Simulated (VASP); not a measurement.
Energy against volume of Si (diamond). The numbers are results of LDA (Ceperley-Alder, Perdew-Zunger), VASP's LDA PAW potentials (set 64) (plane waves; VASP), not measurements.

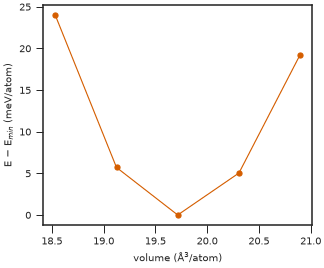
*Energy against volume*

Problem. Estimate the equilibrium volume and the bulk modulus.

Solution. The minimum lies near 19.7 Å³/atom, and the curvature gives B0 of about 97 GPa.

Measured: bulk modulus 101 GPa at 0 K (computed value off by -4.1 %), as given by Jianwei Sun et al., Physical Review B (2011), doi:10.1103/physrevb.84.035117 [0 K value with zero-point phonon effects removed]; a 5.421 Å at 0 K (computed value off by -0.3 %), as given by Daniel Mejia-Rodriguez et al., Physical Review B (2018), arXiv:1807.09216 [static lattice: zero-point anharmonic expansion removed].

The compound is Si in the diamond structure. It was relaxed first.
